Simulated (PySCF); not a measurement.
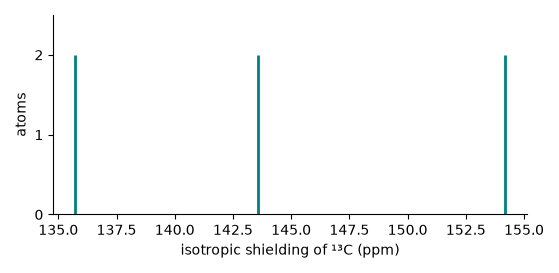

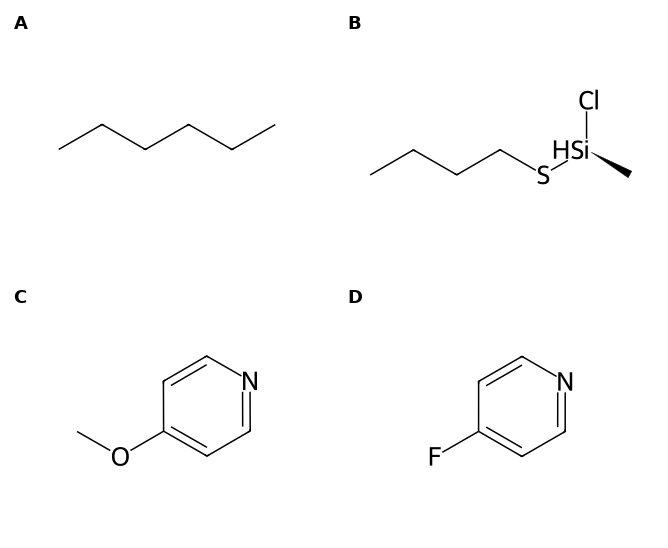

The sticks are computed shieldings of one of the molecules, for one fixed geometry (PBE0-D3(BJ)/def2-SVP) without averaging over rotations. Low shielding means a high chemical shift. Method: GIAO WP04/pcSseg-1 NMR shielding, non-relativistic, gas phase (PySCF 2.14.0).

Question: Which molecule gives this pattern?

Answer: A, `CCCCCC`. Its 6 C atoms give lines at 135.7 (2 atoms), 143.6 (2 atoms), 154.2 (2 atoms) ppm.
